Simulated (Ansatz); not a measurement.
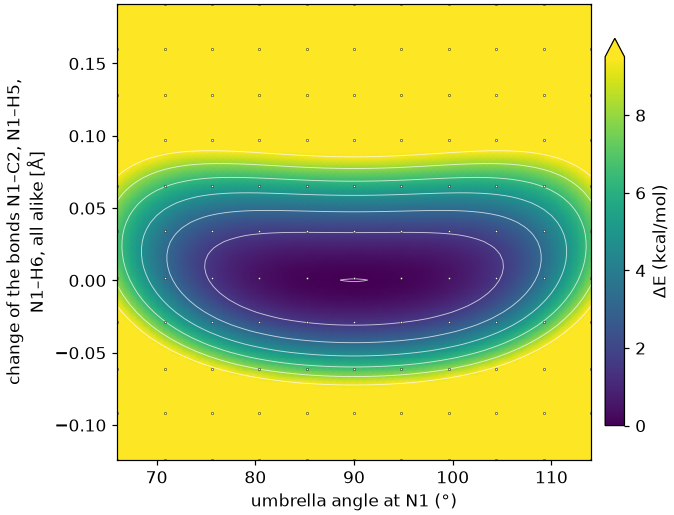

CH5NOSi, SMILES NC(=O)[SiH3]. 
- Coordinates scanned: (1) umbrella angle at N1 (between each of its bonds and their common axis; 90 is planar); (2) change of the bonds N1–C2, N1–H5, N1–H6, all alike.
- Nothing is relaxed (all other coordinates rigid).
- The scan uses an 11 × 11 grid.
- Points are written as (first, second).
- All energies are given in kcal/mol relative to the lowest grid point.
- Theory: Ansatz, RHF-MP2, frozen core/def2-TZVP.

The picture shows a smooth colour map with a few white contour lines, dots at the grid points, one colour for all values above the top of the scale. Between grid points the surface is interpolated.

### Estimate the position of the minimum and the force constants in these coordinates.

The interpolated minimum is at the first coordinate ≈ 90.0°, the second coordinate ≈ 0.000 Å. The curvatures there are about 0.93 eV/rad² and 136 eV/Å², with a cross term of about 0 eV/(rad·Å). Round the minimum the two coordinates are nearly uncoupled. (1 eV is 23.1 kcal/mol.)
